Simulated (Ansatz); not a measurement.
**quartet SiH at 6 levels**

Wanted: a comparison of 6 runs (UHF/STO-3G, U-revPBE/def2-TZVPPD, UBHLYP/def2-TZVPPD, UHSE06/def2-TZVPPD, USVWN5/def2-TZVPPD, UMP2/def2-TZVPPD) of quartet SiH. 

The calculation is run with Ansatz 0.2.0.

29 further runs of the same task are left out: 1 that didn't finish, 28 set aside as unsound or not needed.

**1. The molecule**

SiH: 2 atoms, total charge 0, spin state quartet. SMILES of the parent species: `[SiH]`. Geometry: relaxed at PBE0-D4/def2-TZVP. That shape belongs to the parent species and isn't relaxed for this state.

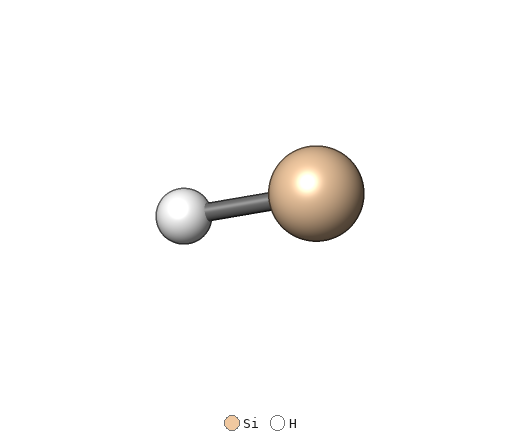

The structure, seen from a chosen angle (silicon light orange, hydrogen white).

**2. A single-point energy at UHF/STO-3G (run 1)**

Input file molecule.yaml:

```yaml
crystal:
  periodic: [false, false, false]
  atoms:
    - {symbol: Si, position_ang: [0.000000, 0.000000, -0.007580]}
    - {symbol: H, position_ang: [-0.000000, -0.000000, 1.524140]}
basis:
  gaussian: {orbitals: STO-3G}
magnetization: {spin_polarized: true, initial_magnetization: 3}
hamiltonian: {xc: hf}
accuracy: high
output: {orbitals: {seedname: orbitals}}
```

On the command line:

```sh
$ ansatz run molecule.yaml --threads 1 --pin off --max-ram 3480MiB --events-out events.jsonl --progress --plain --runs-dir runs
```

Output:

```text
Warning: RAYON_NUM_THREADS=1 ignored (pool sized by the plan → 1); use --threads N
Functional definition: HF
  name "HF"
  exchange = exact_x
  correlation = 0
144 factors; integrals over basis functions are off by at most 8.5e-9 eV
mean field evaluation 1: about -7781.7608 eV, gradient 4.9e0 eV
mean field evaluation 2: about -7781.7667 eV, gradient 4.9e0 eV
mean field evaluation 4: about -7782.3139 eV, gradient 1.3e0 eV
mean field evaluation 8: about -7782.3961 eV, gradient 2.2e-2 eV
mean field -7782.39611395 eV, -285.9977820902 hartree, gradient 8.3e-8 eV, S^2 3.750262; 0 other end points of the search recorded, 0 dependent functions left out
reference -7782.39611395 eV, -285.9977820902 hartree; 9, 6 occupied and 1, 4 virtual orbitals, 144 factors
Total energy: -7782.39611395 eV, -285.9977820902 hartree
```

It took 0.04 s on 1 thread of Arm Neoverse V2, shared host.

**3. A single-point energy at U-revPBE/def2-TZVPPD (run 2)**

Input file input.yaml:

```yaml
crystal:
  periodic: [false, false, false]
  atoms:
    - symbol: Si
      position_ang: [0.000000, 0.000000, -0.007580]
    - symbol: H
      position_ang: [-0.000000, -0.000000, 1.524140]
basis:
  gaussian:
    orbitals: def2-TZVPPD.json
magnetization:
  spin_polarized: true
  initial_magnetization: 3
hamiltonian:
  xc: {name: revPBE}
accuracy: high
output:
  orbitals: {seedname: orbitals}
```

The basis set def2-TZVPPD is read from a file made from the Basis Set Exchange's data (not shown).

On the command line:

```sh
$ ansatz run input.yaml --threads 1 --pin off --max-ram 3480MiB --events-out events.jsonl --progress --plain --runs-dir runs
```

Output:

```text
Warning: RAYON_NUM_THREADS=1 ignored (pool sized by the plan → 1); use --threads N
Functional definition: revPBE
  name "revPBE"
  parameter kappa = 1.245
  parameter beta = 0.06672455060314922
  exchange = pbe_x(kappa = kappa, mu = beta*pi^2/3)
  correlation = pbe_c(beta = beta)
821 factors; integrals over basis functions are off by at most 3.9e-9 eV
mean field evaluation 1: about -7887.4150 eV, gradient 7.7e0 eV
mean field evaluation 2: about -7887.2504 eV, gradient 8.9e0 eV
mean field evaluation 4: about -7887.8887 eV, gradient 4.5e-1 eV
mean field evaluation 8: about -7887.8887 eV, gradient 1.9e-2 eV
mean field evaluation 16: about -7887.8887 eV, gradient 1.5e-6 eV
mean field -7887.88866581 eV, -289.8745618656 hartree, gradient 1.1e-8 eV, S^2 3.751060; 0 other end points of the search recorded, 0 dependent functions left out
reference -7887.88866904 eV, -289.8745619842 hartree; 9, 6 occupied and 56, 59 virtual orbitals, 821 factors
Total energy: -7887.88866904 eV, -289.8745619842 hartree
```

Run time: 1.7 s. Hardware: 1 thread of Arm Neoverse V2, shared host; peak memory 0.13 GiB.

Runs 3 to 5 aren't shown in full; the table further down has their settings and results.

**4. The energy at UMP2/def2-TZVPPD (run 6)**

Input file run.yaml:

```yaml
basis:
  gaussian:
    orbitals: def2-TZVPPD.json
crystal:
  periodic: [false, false, false]
  atoms:
    - {symbol: Si, position_ang: [0.000000, 0.000000, -0.007580]}
    - {symbol: H, position_ang: [-0.000000, -0.000000, 1.524140]}
magnetization:
  spin_polarized: true
  initial_magnetization: 3
correlation:
  method: mp2
  frozen_orbitals: {H: 0, Si: 5}
accuracy: high
```

The basis set def2-TZVPPD is read from a file made from the Basis Set Exchange's data (not shown).

On the command line:

```sh
$ ansatz run run.yaml --threads 1 --pin off --max-ram 3480MiB --events-out events.jsonl --progress --plain --runs-dir runs
```

Output:

```text
Warning: RAYON_NUM_THREADS=1 ignored (pool sized by the plan → 1); use --threads N
Functional definition: HF
  name "HF"
  exchange = exact_x
  correlation = 0
821 factors; integrals over basis functions are off by at most 3.9e-9 eV
mean field evaluation 1: about -7874.2279 eV, gradient 5.7e0 eV
mean field evaluation 2: about -7874.2322 eV, gradient 5.7e0 eV
mean field evaluation 4: about -7874.8341 eV, gradient 1.3e0 eV
mean field evaluation 8: about -7874.9135 eV, gradient 1.3e-1 eV
mean field evaluation 16: about -7874.9142 eV, gradient 2.8e-8 eV
mean field -7874.91422376 eV, -289.3977599144 hartree, gradient 2.8e-8 eV, S^2 3.753281; 0 other end points of the search recorded, 0 dependent functions left out
5 core orbitals not correlated: weight in the atoms' cores, before any rotation towards them, 1.000 or more for the frozen orbitals, at most 0.000 for the correlated occupied ones
reference -7874.91422376 eV, -289.3977599144 hartree; 4, 1 occupied and 56, 59 virtual orbitals, 821 factors
second order -1.69247064 eV of doubles, -0.00000000 eV of singles
Total energy: -7876.60669440 eV, -289.4599570633 hartree
```

Wall time 0.44 s (1 thread of Arm Neoverse V2, shared host); peak memory 0.1 GiB.

**5. All runs side by side**

| run | level | frozen core orbitals | energy (Eh) | HOMO energy (eV) | ⟨S²⟩ | wall time |
| --- | --- | --- | --- | --- | --- | --- |
| 1 | UHF/STO-3G | – | -285.997782 | -4.79 | 3.750 | 0.04 s |
| 2 | U-revPBE/def2-TZVPPD | – | -289.874562 | -4.86 | 3.751 | 1.7 s |
| 3 | UBHLYP/def2-TZVPPD | – | -289.924180 | -6.63 | 3.753 | 1.6 s |
| 4 | UHSE06/def2-TZVPPD | – | -289.799815 | -5.53 | 3.751 | 2 s |
| 5 | USVWN5/def2-TZVPPD | – | -288.752900 | -4.85 | 3.751 | 0.96 s |
| 6 | UMP2/def2-TZVPPD | 5 | -289.459957 | – | 3.753 | 0.44 s |

**6. What came out**

| quantity | value |
| --- | --- |
| run 6: total energy | -289.45996 Eh |
| run 6: correlation energy (5 core orbitals frozen) | -62.2 mEh |
| run 6: ⟨S²⟩ of the reference determinant | 3.753 |

Totals of different functionals can't be ranked against each other. In run 1 the basis is minimal, so the values are rough. All runs together took 6.7 s, the longest 2 s.
